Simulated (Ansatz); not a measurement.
# Single-point calculation, with input and output: SF$_{6}$

The run: single-point calculation of SF$_{6}$. Method and program: RKS PBE0-D4/def2-TZVPP (Ansatz 0.2.0).

The geometry comes from this level: PBE0-D4/def2-TZVP.

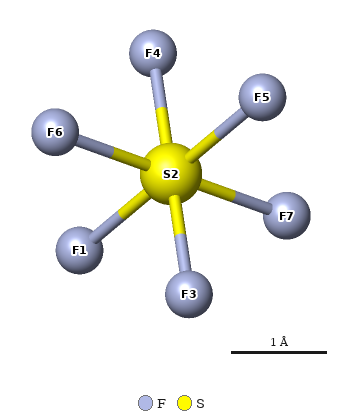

**Figure 1.** The input geometry (ball-and-stick view, seen at a tilt; atoms are numbered from 1 in the order of the input).

### The input
```yaml
crystal:
  periodic: [false, false, false]
  atoms:
    - {symbol: F, position_ang: [-0.566043, -1.308394, 0.646139]}
    - {symbol: S, position_ang: [-0.000000, 0.000004, -0.000000]}
    - {symbol: F, position_ang: [1.164639, 0.012533, 1.045590]}
    - {symbol: F, position_ang: [-1.164597, -0.012545, -1.045637]}
    - {symbol: F, position_ang: [0.565994, 1.308430, -0.646119]}
    - {symbol: F, position_ang: [-0.879255, 0.858880, 0.969041]}
    - {symbol: F, position_ang: [0.879262, -0.858899, -0.969014]}
basis:
  gaussian: {orbitals: def2-TZVPP}
hamiltonian: {xc: pbe0, dispersion: d4}
output: {orbitals: {seedname: orbitals}}
```

Run as:
```bash
ansatz run in.yaml --threads 4 --pin off --events-out ev --progress --plain --max-ram 10444MiB
```

### Output
```
Functional definition: PBE0
  name "PBE0"
  cite "Adamo & Barone, J. Chem. Phys. 110, 6158 (1999) doi:10.1063/1.478522"
  cite "Perdew, Burke & Ernzerhof, Phys. Rev. Lett. 77, 3865 (1996) doi:10.1103/PhysRevLett.77.3865"
  parent pbe
  parameter a = 0.25
  parameter kappa = 0.804
  parameter beta = 0.06672455060314922
  exchange = (1 - a)*pbe_x(kappa = kappa, mu = beta*pi^2/3) + a*exact_x
  correlation = pbe_c(beta = beta)
1251 factors; their error is unknown
mean field evaluation 1: about -27116.3313 eV, gradient 7.5e1 eV
mean field evaluation 2: about -27105.8442 eV, gradient 1.2e2 eV
mean field evaluation 4: about -27123.7589 eV, gradient 1.5e0 eV
mean field evaluation 8: about -27123.8381 eV, gradient 2.4e-2 eV
mean field -27123.83813913 eV, -996.7826664153 hartree, gradient 4.1e-5 eV, S^2 0.000000; 0 other end points of the search recorded, 0 dependent functions left out
reference -27123.83815225 eV, -996.7826668972 hartree; 35, 35 occupied and 193, 193 virtual orbitals, 1251 factors
Total energy: -27123.96496830 eV, -996.7873273014 hartree
```

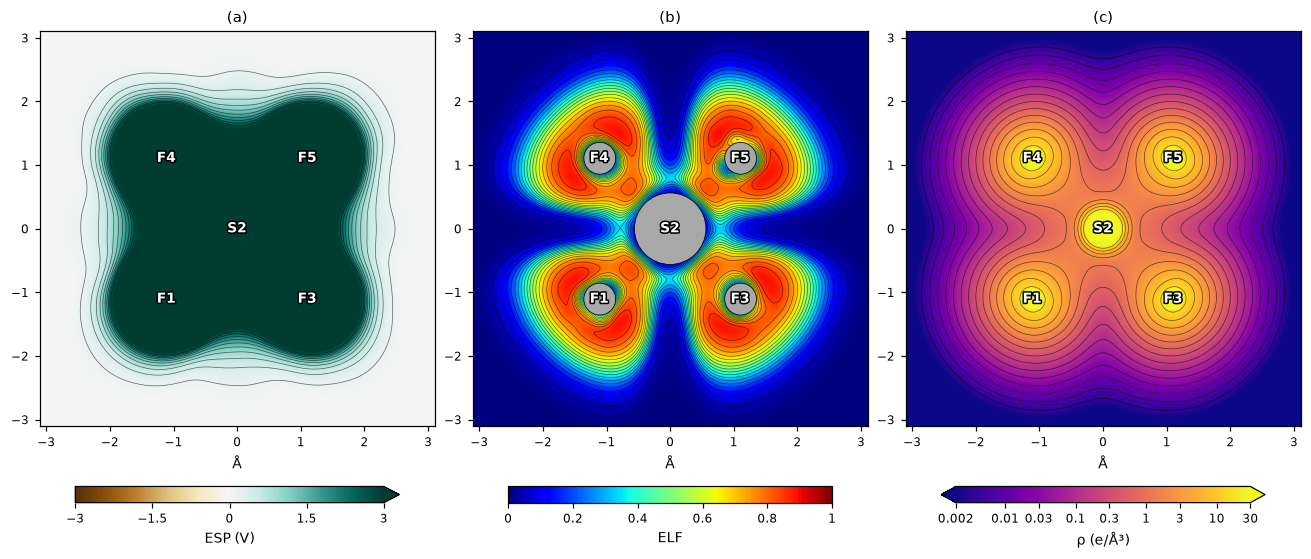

**Figure 2.** (a) molecular electrostatic potential; (b) electron localisation function; (c) electron density on the plane of atoms F1, S2 and F3. Grey discs, where drawn, cover atomic cores. The section cuts through F and S sites. S–F (1.57 Å): ρ at the midpoint is about 1.8 e/Å³; the ELF peaks at about 0.80 between the atoms (a shared but strongly polarised pair). The potential has no marked negative region in this plane.

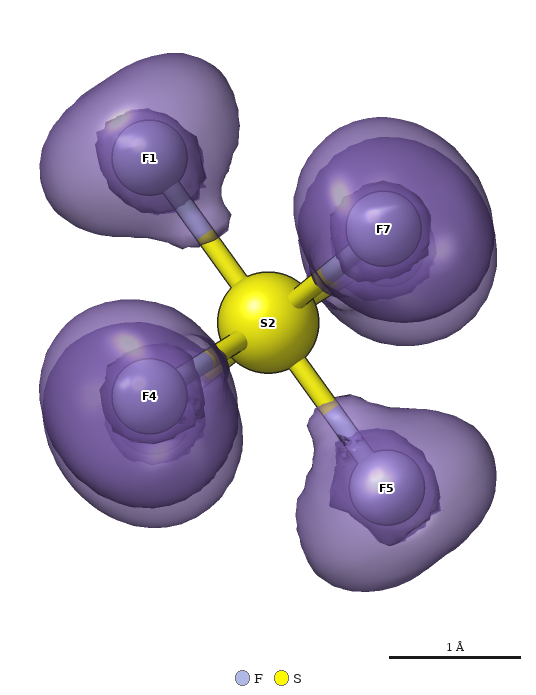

**Figure 3.** Isosurface of the electron localisation function at 0.75 (purple), seen at a tilt. Only the valence region is drawn (cores and ρ < 0.01 e/Å³ removed). Values along the shortest contacts: S–F (1.57 Å): the ELF peaks at about 0.80 between the atoms, which marks a polar covalent bond.

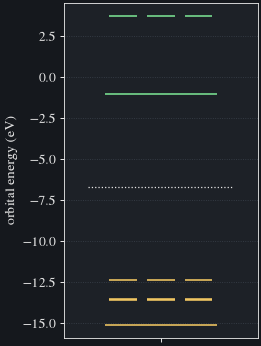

**Figure 4.** Orbital energies near the frontier; the dotted line parts filled from empty levels, and levels within 0.02 eV of each other stand side by side. Highest filled −12.37 eV, lowest empty −1.05 eV, 11.32 eV apart.

### Key numbers

| quantity | value |
| --- | --- |
| outcome | converged |
| total energy | −27123.9650 eV |
| mean-field energy | −27123.8382 eV |
| dispersion energy | −0.1268 eV |
| SCF solution under orbital rotations | stable |
| HOMO | −12.37 eV |
| LUMO | −1.05 eV |
| hardware | 4 threads of AMD EPYC, 180 GiB of memory available, shared host |
| wall time | 7 s (CPU time 21 s) |
| peak memory | 0.64 GiB |
